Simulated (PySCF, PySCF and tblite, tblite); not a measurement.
# C₃H₆O₂Si: a path driven as rotation about a bond, and NMR exchange, part 2 of 3

PySCF and tblite. Atoms count from 0. Earlier steps stand in the parts before.

## 9. The path in numbers

The job: settings as JSON, then the geometry in Å.

```
{"job": {"smiles": "O=CC=CO[SiH3]", "charge": 0, "mult": 1, "motion": "rotation", "what": "diene or enone", "atoms": [1, 2], "drives": [{"terms": [["t", [0, 1, 2, 3], 0.25], ["t", [0, 1, 2, 7], 0.25], ["t", [6, 1, 2, 3], 0.25], ["t", [6, 1, 2, 7], 0.25]], "by": 180, "n": 12}], "study": "path", "level": {"kind": "nmr", "xc": "PBE0", "basis": "pcSseg-1"}, "fields": [90, 250, 700], "first": 3, "seed": 437, "kind": "path"}, "charge": 0, "multiplicity": 1}
O     -3.500954    -0.012599    -0.135209
C     -2.304655     0.000420     0.025276
C     -1.319879    -0.174961    -1.029024
C      0.003066    -0.157025    -0.807909
O      0.540306     0.012269     0.392350
Si     2.083756     0.177538     0.924561
H     -1.863058     0.153050     1.027772
H     -1.689475    -0.325343    -2.031195
H      0.698799    -0.291800    -1.631934
H      2.618813     1.450562     0.443089
H      1.832862     0.123827     2.352940
H      2.902562    -0.921200     0.411742
```

The program printed:

```text
stationary points (kcal/mol above the start)
  n  kind          group   xTB      DFT    lowest mode
  0  minimum      C1       0.00     0.00      -2.4
  1  saddle       C1       7.24     9.74    -174.0
  2  minimum      C1       1.83     2.73      48.4

GFN2-xTB energies: T/K, barrier G, reaction G (kcal/mol), k forward, k back (1/s)
 150.00     6.89     1.94        289   1.93e+05
 200.00     7.03     2.03   8.66e+04   1.44e+07
 250.00     7.19     2.13    2.7e+06   1.95e+08
 298.15     7.36     2.23   2.51e+07   1.07e+09
 350.00     7.55     2.33    1.4e+08   4.03e+09
 400.00     7.75     2.44   4.87e+08   1.05e+10
 500.00     8.17     2.67    2.8e+09   4.13e+10

PBE0/pcSseg-1 + D3(BJ) energies: T/K, barrier G, reaction G (kcal/mol), k forward, k back (1/s)
 150.00     9.38     2.83     0.0669        889
 200.00     9.53     2.92        163   2.53e+05
 250.00     9.69     3.02   1.78e+04   7.72e+06
 298.15     9.85     3.12   3.72e+05   7.15e+07
 350.00    10.05     3.23   3.88e+06   4.01e+08
 400.00    10.24     3.33   2.11e+07    1.4e+09
 500.00    10.66     3.56   2.28e+08   8.21e+09
```

It took 45 s on 1 thread of Intel Xeon Platinum 8488C, shared host; peak memory 0.7 GiB. This counts the whole study up to here.

Barriers by level (kcal/mol; entropies in cal/(mol K)). Zero-point and thermal terms come from xTB in every row. ΔG‡ leaves symmetry out; the rate counts one path; effective ΔG‡, where given, is the barrier that would give that rate by Eyring's equation alone:

| level | ΔE‡ | with zero-point | ΔH‡ | ΔS‡ | ΔG‡ (298 K) | ΔE of reaction | k at 298 K (1/s) | effective ΔG‡ |
| --- | --- | --- | --- | --- | --- | --- | --- | --- |
| GFN2-xTB | 7.24 | 6.61 | 6.23 | -3.8 | 7.36 | 1.84 | 2.5e+07 | 7.36 |
| PBE0/pcSseg-1 + D3(BJ) | 9.74 | 9.11 | 8.73 | -3.8 | 9.85 | 2.73 | 3.7e+05 | 9.85 |

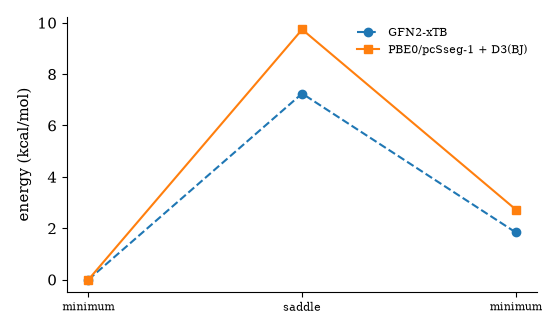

The xTB stationary points, at both levels.

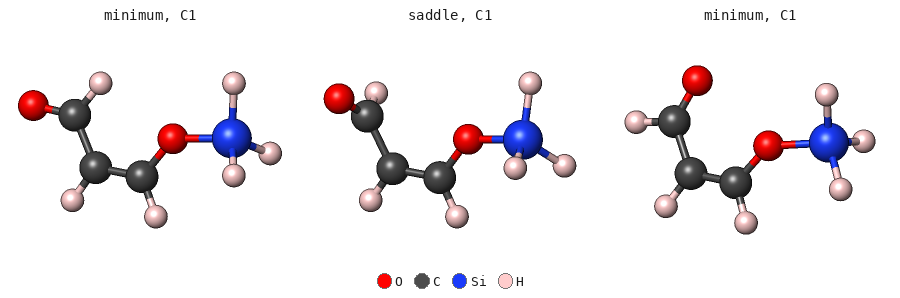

The stationary points in order.

Sites that the driver pairs across this motion, and where their lines would merge (no couplings; faster rotations, inversion at nitrogen or exchange between molecules can average them sooner):

| nucleus | sites: shielding (ppm) | proton frequency (MHz) | spread (Hz) | coalescence (K) | lines at 298 K |
| --- | --- | --- | --- | --- | --- |
| ¹⁷O | O4: 231.9; O4 (end): 200.6 | 700 | 2972 | not given | – |
| ¹³C | C2: 65.8; C2 (end): 71.4 | 700 | 975 | not given | – |
| ¹³C | C3: 24.0; C3 (end): 28.2 | 700 | 750 | not given | – |
| ¹H | H6: 21.18; H6 (end): 21.91 | 700 | 506 | not given | – |
| ¹H | H8: 24.57; H8 (end): 25.15 | 700 | 402 | not given | – |
| ¹³C | C1: -3.9; C1 (end): -2.3 | 700 | 280 | not given | – |
| ²⁹Si | Si5: 380.6; Si5 (end): 381.9 | 700 | 193 | not given | – |
| ¹⁷O | O0: -347.5; O0 (end): -345.7 | 700 | 168 | not given | – |

A dash: the driver gave no coalescence for this row (it judged the minor form too scarce).

Rows that set an atom against itself at the end compare its shielding in the two forms.

Lines of quadrupolar nuclei are broad, so their coalescence could hardly be seen.

## 10. Shieldings, start: PBE0/6-31G*

The job: settings as JSON, then the geometry in Å.

```
{"job": {"kind": "nmr", "xc": "PBE0", "basis": "6-31G*", "pop": false}, "charge": 0, "multiplicity": 1}
O     -3.500954    -0.012599    -0.135209
C     -2.304655     0.000420     0.025276
C     -1.319879    -0.174961    -1.029024
C      0.003066    -0.157025    -0.807909
O      0.540306     0.012269     0.392350
Si     2.083756     0.177538     0.924561
H     -1.863058     0.153050     1.027772
H     -1.689475    -0.325343    -2.031195
H      0.698799    -0.291800    -1.631934
H      2.618813     1.450562     0.443089
H      1.832862     0.123827     2.352940
H      2.902562    -0.921200     0.411742
```

The program printed:

```text
coarse grid: 10776 points
cycle   1  E = -557.2842755245  dE =  9.390e-01  |g| = 9.187e-01  |ddm| = 3.319e+00
cycle   2  E = -556.7894891634  dE =  4.948e-01  |g| = 1.780e+00  |ddm| = 2.833e+00
cycle   3  E = -557.4486887541  dE = -6.592e-01  |g| = 2.319e-01  |ddm| = 2.220e+00
cycle   4  E = -557.4584190307  dE = -9.730e-03  |g| = 1.085e-01  |ddm| = 3.010e-01
cycle   5  E = -557.4604851925  dE = -2.066e-03  |g| = 2.722e-02  |ddm| = 9.704e-02
cycle   6  E = -557.4606446281  dE = -1.594e-04  |g| = 8.826e-03  |ddm| = 3.151e-02
cycle   7  E = -557.4606622496  dE = -1.762e-05  |g| = 3.234e-03  |ddm| = 1.029e-02
cycle   8  E = -557.4606644281  dE = -2.178e-06  |g| = 8.986e-04  |ddm| = 2.853e-03
final grid: 100200 points
cycle   9  E = -557.3998980920  dE = -1.238e-07  |g| = 1.107e-02  |ddm| = 1.731e-02
cycle  10  E = -557.3998303498  dE =  6.774e-05  |g| = 2.148e-02  |ddm| = 2.669e-02
cycle  11  E = -557.3999227523  dE = -9.240e-05  |g| = 1.766e-03  |ddm| = 1.893e-02
cycle  12  E = -557.3999233648  dE = -6.125e-07  |g| = 3.442e-04  |ddm| = 1.621e-03
cycle  13  E = -557.3999233872  dE = -2.244e-08  |g| = 8.953e-05  |ddm| = 3.649e-04
cycle  14  E = -557.3999233888  dE = -1.564e-09  |g| = 3.963e-05  |ddm| = 1.119e-04
cycle  15  E = -557.3999233892  dE = -3.986e-10  |g| = 9.301e-06  |ddm| = 4.582e-05
converged SCF energy = -557.3999233892

GIAO shielding tensors (ppm)
atom      isotropic    diamagn.    paramagn.     s11        s22        s33       span
  0 O     -272.779     390.335    -663.113   -893.512   -330.143    405.319   1298.832
  1 C       20.175     253.184    -233.010    -59.197     -1.130    120.851    180.048
  2 C       86.529     257.571    -171.042      3.518    104.251    151.817    148.298
  3 C       46.464     253.263    -206.799    -48.837     64.736    123.492    172.329
  4 O      242.707     395.716    -153.009    144.391    216.378    367.351    222.960
  5 Si     418.903     882.051    -463.148    378.760    395.151    482.798    104.039
  6 H       21.954      30.807      -8.852     19.113     22.017     24.734      5.621
  7 H       27.361      30.057      -2.695     25.668     26.673     29.742      4.074
  8 H       25.393      29.912      -4.518     22.260     24.433     29.486      7.225
  9 H       27.010      29.450      -2.441     23.781     25.542     31.707      7.927
 10 H       26.985      29.869      -2.885     23.506     25.802     31.647      8.141
 11 H       26.978      29.388      -2.410     23.911     25.597     31.426      7.515
```

Run time: 6.7 s. Hardware: 1 thread of Intel Xeon Platinum 8488C, shared host; peak memory 0.53 GiB.

Key values: HOMO -6.75 eV, LUMO -1.06 eV; dipole 5.22 D.

## 11. Single-point energy, saddle of leg 1: PBE0/6-31G*

The job: settings as JSON, then the geometry in Å.

```
{"job": {"kind": "sp", "xc": "PBE0", "basis": "6-31G*", "pop": false}, "charge": 0, "multiplicity": 1}
O     -2.719448    -1.060653     0.557794
C     -2.300235    -0.067902     0.037440
C     -1.294082    -0.016103    -1.052922
C      0.014073     0.051676    -0.838638
O      0.534558     0.097141     0.394627
Si     2.065814     0.011123     0.953219
H     -2.669687     0.936243     0.341392
H     -1.684557    -0.037050    -2.057877
H      0.718694     0.089841    -1.662453
H      2.882661     1.055520     0.328399
H      1.804220     0.233337     2.363239
H      2.647990    -1.293173     0.635780
```

The program printed:

```text
coarse grid: 10776 points
cycle   1  E = -557.2745839478  dE =  9.325e-01  |g| = 9.143e-01  |ddm| = 3.316e+00
cycle   2  E = -556.8308109733  dE =  4.438e-01  |g| = 1.753e+00  |ddm| = 2.290e+00
cycle   3  E = -557.4345766295  dE = -6.038e-01  |g| = 2.000e-01  |ddm| = 1.682e+00
cycle   4  E = -557.4422682471  dE = -7.692e-03  |g| = 9.017e-02  |ddm| = 2.335e-01
cycle   5  E = -557.4439030860  dE = -1.635e-03  |g| = 1.927e-02  |ddm| = 7.160e-02
cycle   6  E = -557.4439886207  dE = -8.553e-05  |g| = 4.606e-03  |ddm| = 1.941e-02
cycle   7  E = -557.4439932045  dE = -4.584e-06  |g| = 1.215e-03  |ddm| = 4.293e-03
final grid: 100200 points
cycle   8  E = -557.3837135718  dE =  4.545e-07  |g| = 1.118e-02  |ddm| = 1.730e-02
cycle   9  E = -557.3836475465  dE =  6.603e-05  |g| = 2.153e-02  |ddm| = 2.276e-02
cycle  10  E = -557.3837380249  dE = -9.048e-05  |g| = 1.771e-03  |ddm| = 1.579e-02
cycle  11  E = -557.3837387059  dE = -6.810e-07  |g| = 2.457e-04  |ddm| = 1.408e-03
cycle  12  E = -557.3837387191  dE = -1.315e-08  |g| = 6.968e-05  |ddm| = 2.867e-04
cycle  13  E = -557.3837387202  dE = -1.174e-09  |g| = 1.961e-05  |ddm| = 8.530e-05
cycle  14  E = -557.3837387203  dE = -7.299e-11  |g| = 1.085e-05  |ddm| = 2.748e-05
converged SCF energy = -557.3837387203
```

Wall time 3.3 s (1 thread of Intel Xeon Platinum 8488C, shared host); peak memory 0.53 GiB.

Key values: HOMO -6.96 eV, LUMO -0.37 eV; dipole 3.42 D.

## 12. Shieldings, end: PBE0/6-31G*

The job: settings as JSON, then the geometry in Å.

```
{"job": {"kind": "nmr", "xc": "PBE0", "basis": "6-31G*", "pop": false}, "charge": 0, "multiplicity": 1}
O     -2.051947     0.357667     1.178127
C     -2.277664     0.257879    -0.002924
C     -1.306575    -0.004255    -1.053681
C      0.009407    -0.178603    -0.832185
O      0.558164    -0.167166     0.360198
Si     2.066215    -0.062638     0.979533
H     -3.311356     0.372089    -0.390691
H     -1.671113    -0.051998    -2.066939
H      0.681610    -0.357179    -1.671302
H      2.394821     1.356068     1.095020
H      1.894991    -0.770842     2.234591
H      3.019436    -0.711848     0.073200
```

The program printed:

```text
coarse grid: 10776 points
cycle   1  E = -557.2760282744  dE =  9.633e-01  |g| = 9.296e-01  |ddm| = 3.315e+00
cycle   2  E = -556.7284178561  dE =  5.476e-01  |g| = 1.864e+00  |ddm| = 2.929e+00
cycle   3  E = -557.4464720290  dE = -7.181e-01  |g| = 2.107e-01  |ddm| = 2.287e+00
cycle   4  E = -557.4542879028  dE = -7.816e-03  |g| = 1.074e-01  |ddm| = 2.704e-01
cycle   5  E = -557.4565029584  dE = -2.215e-03  |g| = 1.996e-02  |ddm| = 8.397e-02
cycle   6  E = -557.4565929861  dE = -9.003e-05  |g| = 5.741e-03  |ddm| = 2.195e-02
cycle   7  E = -557.4565997000  dE = -6.714e-06  |g| = 1.557e-03  |ddm| = 5.606e-03
final grid: 100200 points
cycle   8  E = -557.3957085743  dE =  4.036e-06  |g| = 1.225e-02  |ddm| = 1.807e-02
cycle   9  E = -557.3956228073  dE =  8.577e-05  |g| = 2.402e-02  |ddm| = 2.854e-02
cycle  10  E = -557.3957384345  dE = -1.156e-04  |g| = 1.663e-03  |ddm| = 2.041e-02
cycle  11  E = -557.3957390078  dE = -5.733e-07  |g| = 2.876e-04  |ddm| = 1.515e-03
cycle  12  E = -557.3957390236  dE = -1.581e-08  |g| = 8.871e-05  |ddm| = 3.356e-04
cycle  13  E = -557.3957390251  dE = -1.486e-09  |g| = 3.441e-05  |ddm| = 1.012e-04
cycle  14  E = -557.3957390254  dE = -2.733e-10  |g| = 1.096e-05  |ddm| = 4.341e-05
converged SCF energy = -557.3957390254

GIAO shielding tensors (ppm)
atom      isotropic    diamagn.    paramagn.     s11        s22        s33       span
  0 O     -270.639     403.222    -673.862   -862.760   -342.854    393.696   1256.456
  1 C       21.278     244.443    -223.164    -59.742     11.046    112.530    172.272
  2 C       90.707     261.611    -170.904     -2.829    122.558    152.391    155.220
  3 C       50.711     252.912    -202.201    -28.798     59.900    121.031    149.828
  4 O      216.533     396.193    -179.660     81.343    207.016    361.240    279.897
  5 Si     420.708     882.525    -461.817    383.702    395.734    482.688     98.986
  6 H       22.672      25.226      -2.555     20.372     21.980     25.662      5.290
  7 H       27.214      30.739      -3.525     24.416     27.476     29.751      5.335
  8 H       25.891      30.160      -4.269     22.002     26.396     29.274      7.272
  9 H       27.048      29.942      -2.894     23.846     25.532     31.767      7.921
 10 H       26.961      30.085      -3.124     23.490     25.736     31.657      8.167
 11 H       26.976      29.684      -2.708     24.109     25.672     31.147      7.038
```

Wall time 6.7 s (1 thread of Intel Xeon Platinum 8488C, shared host); peak memory 0.53 GiB.

In short: HOMO -6.61 eV, LUMO -1.03 eV; dipole 3.66 D.

## 13. Second level: PBE0/6-31G* + D3(BJ)

The job: settings as JSON, then the geometry in Å.

```
{"job": {"smiles": "O=CC=CO[SiH3]", "charge": 0, "mult": 1, "motion": "rotation", "what": "diene or enone", "atoms": [1, 2], "drives": [{"terms": [["t", [0, 1, 2, 3], 0.25], ["t", [0, 1, 2, 7], 0.25], ["t", [6, 1, 2, 3], 0.25], ["t", [6, 1, 2, 7], 0.25]], "by": 180, "n": 12}], "study": "path", "level": {"kind": "nmr", "xc": "PBE0", "basis": "6-31G*", "wide": true}, "fields": [90, 250, 700], "first": 3, "seed": 437, "kind": "pathvar"}, "charge": 0, "multiplicity": 1}
O     -3.500954    -0.012599    -0.135209
C     -2.304655     0.000420     0.025276
C     -1.319879    -0.174961    -1.029024
C      0.003066    -0.157025    -0.807909
O      0.540306     0.012269     0.392350
Si     2.083756     0.177538     0.924561
H     -1.863058     0.153050     1.027772
H     -1.689475    -0.325343    -2.031195
H      0.698799    -0.291800    -1.631934
H      2.618813     1.450562     0.443089
H      1.832862     0.123827     2.352940
H      2.902562    -0.921200     0.411742
```

The program printed:

```text
stationary points (kcal/mol above the start)
  n  kind          group   xTB      DFT    lowest mode
  0  minimum      C1       0.00     0.00      -2.4
  1  saddle       C1       7.24    10.16    -174.0
  2  minimum      C1       1.83     2.56      48.4

GFN2-xTB energies: T/K, barrier G, reaction G (kcal/mol), k forward, k back (1/s)
 150.00     6.89     1.94        289   1.93e+05
 200.00     7.03     2.03   8.66e+04   1.44e+07
 250.00     7.19     2.13    2.7e+06   1.95e+08
 298.15     7.36     2.23   2.51e+07   1.07e+09
 350.00     7.55     2.33    1.4e+08   4.03e+09
 400.00     7.75     2.44   4.87e+08   1.05e+10
 500.00     8.17     2.67    2.8e+09   4.13e+10

PBE0/pcSseg-1 + D3(BJ) energies: T/K, barrier G, reaction G (kcal/mol), k forward, k back (1/s)
 150.00     9.38     2.83     0.0669        889
 200.00     9.53     2.92        163   2.53e+05
 250.00     9.69     3.02   1.78e+04   7.72e+06
 298.15     9.85     3.12   3.72e+05   7.15e+07
 350.00    10.05     3.23   3.88e+06   4.01e+08
 400.00    10.24     3.33   2.11e+07    1.4e+09
 500.00    10.66     3.56   2.28e+08   8.21e+09

PBE0/6-31G* + D3(BJ) energies: T/K, barrier G, reaction G (kcal/mol), k forward, k back (1/s)
 150.00     9.80     2.66     0.0163        123
 200.00     9.95     2.75       56.4   5.75e+04
 250.00    10.11     2.85   7.61e+03   2.36e+06
 298.15    10.28     2.95   1.83e+05   2.64e+07
 350.00    10.47     3.06   2.12e+06   1.72e+08
 400.00    10.67     3.17   1.24e+07   6.67e+08
 500.00    11.08     3.39   1.49e+08   4.54e+09
```

It took 62 s on 1 thread of Intel Xeon Platinum 8488C, shared host; peak memory 0.7 GiB. This counts the runs that the step sums up.

Barriers by level (kcal/mol; entropies in cal/(mol K)). Zero-point and thermal terms come from xTB in every row. ΔG‡ leaves symmetry out; the rate counts one path; effective ΔG‡, where given, is the barrier that would give that rate by Eyring's equation alone:

```
                 level    ΔE‡  with zero-point   ΔH‡   ΔS‡  ΔG‡ (298 K)  ΔE of reaction  k at 298 K (1/s)  effective ΔG‡
              GFN2-xTB   7.24             6.61  6.23  -3.8         7.36            1.84           2.5e+07           7.36
PBE0/pcSseg-1 + D3(BJ)   9.74             9.11  8.73  -3.8         9.85            2.73           3.7e+05           9.85
  PBE0/6-31G* + D3(BJ)  10.16             9.53  9.15  -3.8        10.28            2.56           1.8e+05          10.28
```

## 14. Shieldings, start: PBE0/pcSseg-1 in cyclohexane

The job: settings as JSON, then the geometry in Å.

```
{"job": {"kind": "nmr", "xc": "PBE0", "basis": "pcSseg-1", "solvent": "cyclohexane", "pop": false}, "charge": 0, "multiplicity": 1}
O     -3.500954    -0.012599    -0.135209
C     -2.304655     0.000420     0.025276
C     -1.319879    -0.174961    -1.029024
C      0.003066    -0.157025    -0.807909
O      0.540306     0.012269     0.392350
Si     2.083756     0.177538     0.924561
H     -1.863058     0.153050     1.027772
H     -1.689475    -0.325343    -2.031195
H      0.698799    -0.291800    -1.631934
H      2.618813     1.450562     0.443089
H      1.832862     0.123827     2.352940
H      2.902562    -0.921200     0.411742
```

The program printed:

```text
coarse grid: 10776 points
cycle   1  E = -557.1796539357  dE =  9.151e-01  |g| = 9.173e-01  |ddm| = 3.145e+00
cycle   2  E = -556.7820857316  dE =  3.976e-01  |g| = 1.688e+00  |ddm| = 2.644e+00
cycle   3  E = -557.3314589434  dE = -5.494e-01  |g| = 2.039e-01  |ddm| = 2.068e+00
cycle   4  E = -557.3386519660  dE = -7.193e-03  |g| = 9.097e-02  |ddm| = 2.231e-01
cycle   5  E = -557.3400023674  dE = -1.350e-03  |g| = 2.278e-02  |ddm| = 7.498e-02
cycle   6  E = -557.3401044390  dE = -1.021e-04  |g| = 7.171e-03  |ddm| = 2.181e-02
cycle   7  E = -557.3401148856  dE = -1.045e-05  |g| = 2.505e-03  |ddm| = 7.244e-03
cycle   8  E = -557.3401161897  dE = -1.304e-06  |g| = 7.814e-04  |ddm| = 2.148e-03
final grid: 100200 points
cycle   9  E = -557.3950909494  dE = -2.823e-06  |g| = 1.250e-02  |ddm| = 1.780e-02
cycle  10  E = -557.3950183583  dE =  7.259e-05  |g| = 2.337e-02  |ddm| = 2.638e-02
cycle  11  E = -557.3951191461  dE = -1.008e-04  |g| = 1.749e-03  |ddm| = 1.873e-02
cycle  12  E = -557.3951196723  dE = -5.262e-07  |g| = 3.452e-04  |ddm| = 1.347e-03
cycle  13  E = -557.3951196916  dE = -1.927e-08  |g| = 1.136e-04  |ddm| = 3.411e-04
cycle  14  E = -557.3951196942  dE = -2.588e-09  |g| = 3.945e-05  |ddm| = 1.135e-04
cycle  15  E = -557.3951196946  dE = -3.643e-10  |g| = 1.033e-05  |ddm| = 3.993e-05
converged SCF energy = -557.3951196946

GIAO shielding tensors (ppm)
atom      isotropic    diamagn.    paramagn.     s11        s22        s33       span
  0 O     -313.367     394.674    -708.042   -955.000   -375.473    390.372   1345.371
  1 C       -5.843     250.019    -255.862    -92.398    -33.086    107.954    200.352
  2 C       66.685     257.942    -191.256    -25.553     87.838    137.771    163.324
  3 C       21.087     252.222    -231.135    -85.428     39.376    109.313    194.740
  4 O      226.533     401.076    -174.543    111.823    200.418    367.358    255.535
  5 Si     379.468     879.733    -500.264    336.931    349.098    452.376    115.445
  6 H       21.230      30.134      -8.903     18.227     21.007     24.457      6.230
  7 H       26.245      30.911      -4.667     24.617     25.523     28.594      3.977
  8 H       24.374      30.563      -6.189     21.484     23.095     28.543      7.058
  9 H       26.598      28.887      -2.289     23.558     25.045     31.191      7.632
 10 H       26.613      29.210      -2.597     23.118     25.568     31.153      8.035
 11 H       26.566      28.861      -2.295     23.681     25.106     30.912      7.231
```

It took 11 s on 1 thread of Intel Xeon Platinum 8488C, shared host; peak memory 0.72 GiB.

This run: HOMO -7.17 eV, LUMO -1.43 eV; dipole 6.00 D.

## 15. Single-point energy, saddle of leg 1: PBE0/pcSseg-1 in cyclohexane

The job: settings as JSON, then the geometry in Å.

```
{"job": {"kind": "sp", "xc": "PBE0", "basis": "pcSseg-1", "solvent": "cyclohexane", "pop": false}, "charge": 0, "multiplicity": 1}
O     -2.719448    -1.060653     0.557794
C     -2.300235    -0.067902     0.037440
C     -1.294082    -0.016103    -1.052922
C      0.014073     0.051676    -0.838638
O      0.534558     0.097141     0.394627
Si     2.065814     0.011123     0.953219
H     -2.669687     0.936243     0.341392
H     -1.684557    -0.037050    -2.057877
H      0.718694     0.089841    -1.662453
H      2.882661     1.055520     0.328399
H      1.804220     0.233337     2.363239
H      2.647990    -1.293173     0.635780
```

The program printed:

```text
coarse grid: 10776 points
cycle   1  E = -557.1681681395  dE =  9.106e-01  |g| = 9.111e-01  |ddm| = 3.144e+00
cycle   2  E = -556.7970988616  dE =  3.711e-01  |g| = 1.673e+00  |ddm| = 2.036e+00
cycle   3  E = -557.3155236266  dE = -5.184e-01  |g| = 1.860e-01  |ddm| = 1.502e+00
cycle   4  E = -557.3219375569  dE = -6.414e-03  |g| = 8.027e-02  |ddm| = 1.832e-01
cycle   5  E = -557.3232046323  dE = -1.267e-03  |g| = 1.693e-02  |ddm| = 5.793e-02
cycle   6  E = -557.3232645479  dE = -5.992e-05  |g| = 4.304e-03  |ddm| = 1.427e-02
cycle   7  E = -557.3232683798  dE = -3.832e-06  |g| = 8.167e-04  |ddm| = 3.251e-03
final grid: 100200 points
cycle   8  E = -557.3788390555  dE = -2.060e-06  |g| = 1.278e-02  |ddm| = 1.824e-02
cycle   9  E = -557.3787648619  dE =  7.419e-05  |g| = 2.377e-02  |ddm| = 2.303e-02
cycle  10  E = -557.3788678281  dE = -1.030e-04  |g| = 1.872e-03  |ddm| = 1.585e-02
cycle  11  E = -557.3788685144  dE = -6.863e-07  |g| = 2.842e-04  |ddm| = 1.223e-03
cycle  12  E = -557.3788685284  dE = -1.397e-08  |g| = 9.223e-05  |ddm| = 3.037e-04
cycle  13  E = -557.3788685301  dE = -1.762e-09  |g| = 2.730e-05  |ddm| = 9.040e-05
cycle  14  E = -557.3788685303  dE = -1.253e-10  |g| = 1.135e-05  |ddm| = 3.063e-05
converged SCF energy = -557.3788685303
```

It took 5.8 s on 1 thread of Intel Xeon Platinum 8488C, shared host; peak memory 0.59 GiB.

Key values: HOMO -7.20 eV, LUMO -0.75 eV; dipole 3.89 D.

(Continued in part 3 of 3.)
